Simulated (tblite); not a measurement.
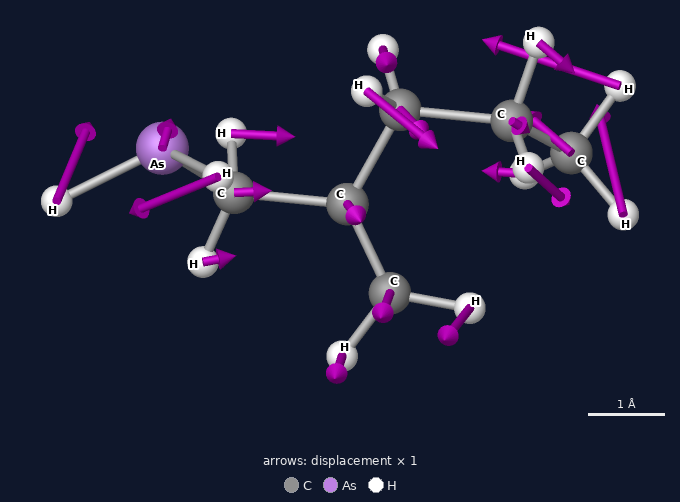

A relaxation of C6H13As. The starting structure is drawn; purple arrows show the displacements, at their true length. The two geometries are superimposed by the best rigid fit.

The picture is a ball-and-stick view, seen from a free direction.

Theory: GFN2-xTB geometry optimisation, gas phase in tblite 0.8.0. 

> Which element moves most?

Hydrogen: up to 1.97 Å, against 1.06 Å for carbon.

> What did the optimiser do to the structure, and how much energy did it gain?

The atom that moves furthest after the best rigid fit is an H atom (1.97 Å). Largest moves by element: H 1.97 Å, C 1.06 Å, As 0.61 Å. Some distances before and after: As–H 1.561 → 1.504 Å, C–H 1.135 → 1.089 Å, As–C 1.962 → 2.002 Å, C–C 1.528 → 1.491 Å. Among the angles between lasting bonds that change: H–As–H 109.7° → 89.5°, C–As–H 113.3° → 94.5°, C–As–H 106.1° → 93.4°. Groups turn about C–C by about 65°, C–C by about 55°. The energy falls by 1.266 eV in 209 geometry steps. Cost: 2.4 s on 1 thread of Arm Neoverse N1, on a shared host.
